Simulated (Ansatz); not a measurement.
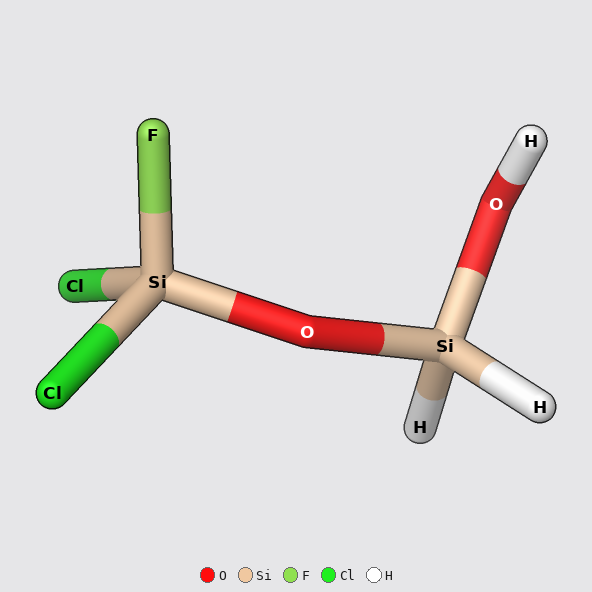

The picture shows the input geometry.

Input file:

```yaml
crystal:
  periodic: [false, false, false]
  atoms:
    - {symbol: O, position_ang: [-1.547793, 1.236725, -1.028707]}
    - {symbol: Si, position_ang: [-0.828429, -0.223248, -1.153461]}
    - {symbol: O, position_ang: [0.495981, -0.328316, -0.180166]}
    - {symbol: Si, position_ang: [1.108969, -0.207256, 1.289818]}
    - {symbol: F, position_ang: [1.587059, 1.275360, 1.540068]}
    - {symbol: Cl, position_ang: [-0.264881, -0.660788, 2.702245]}
    - {symbol: Cl, position_ang: [2.716824, -1.413056, 1.463248]}
    - {symbol: H, position_ang: [-1.111951, 2.004557, -1.400883]}
    - {symbol: H, position_ang: [-1.831908, -1.209296, -0.710314]}
    - {symbol: H, position_ang: [-0.323870, -0.474681, -2.521828]}
basis:
  gaussian: {orbitals: def2-TZVPP}
hamiltonian: {xc: {name: wB97X-V}}
output: {orbitals: {seedname: orbitals}}
```

It was started with:

```sh
ansatz run in.yaml --threads 2 --pin off --events-out ev --progress --plain --max-ram 32768MiB --backend cuda --devices 0, --max-vram 18GiB
```

Output:

```
Functional definition: wB97X-V
  name "wB97X-V"
  cite "Mardirossian & Head-Gordon, Phys. Chem. Chem. Phys. 16, 9904 (2014) doi:10.1039/C3CP54374A"
  cite "Becke, J. Chem. Phys. 107, 8554 (1997) doi:10.1063/1.475007"
  cite "Vydrov & Van Voorhis, J. Chem. Phys. 133, 244103 (2010) doi:10.1063/1.3521275"
  parameter omega = 0.3/bohr
  parameter cx = 0.167
  parameter cx1 = 0.603
  parameter cx2 = 1.194
  parameter css0 = 0.556
  parameter css1 = -0.257
  parameter cos0 = 1.219
  parameter cos1 = -1.850
  parameter b = 6.0
  parameter c = 0.01
  exchange = spin_sum(e_x_unif_sr(omega)*poly(b97_u_x, 1 - cx, cx1, cx2)) + cx*exact_x_sr(omega) + exact_x_lr(omega)
  correlation = spin_sum(e_c_pw_same_spin*poly(b97_u_same, css0, css1))
      + integral(e_c_pw_opposite_spin*poly(b97_u_opposite, cos0, cos1)) + vv10(b, c)
1837 factors; their error is unknown
329 factors; integrals over basis functions are off by at most 2.4e-5 eV
mean field evaluation 1: about -47657.7426 eV, gradient 7.0e1 eV
mean field evaluation 2: about -47656.7196 eV, gradient 7.7e1 eV
mean field evaluation 4: about -47665.2476 eV, gradient 1.6e0 eV
mean field evaluation 8: about -47665.2645 eV, gradient 1.6e-1 eV
mean field evaluation 16: about -47665.3269 eV, gradient 1.4e-4 eV
mean field -47665.32693894 eV, -1751.6684562869 hartree, gradient 2.8e-5 eV, S^2 0.000000; 0 other end points of the search recorded, 0 dependent functions left out
reference -47665.32693676 eV, -1751.6684562071 hartree; 45, 45 occupied and 258, 258 virtual orbitals, 1837 factors
Total energy: -47665.32693676 eV, -1751.6684562071 hartree
```
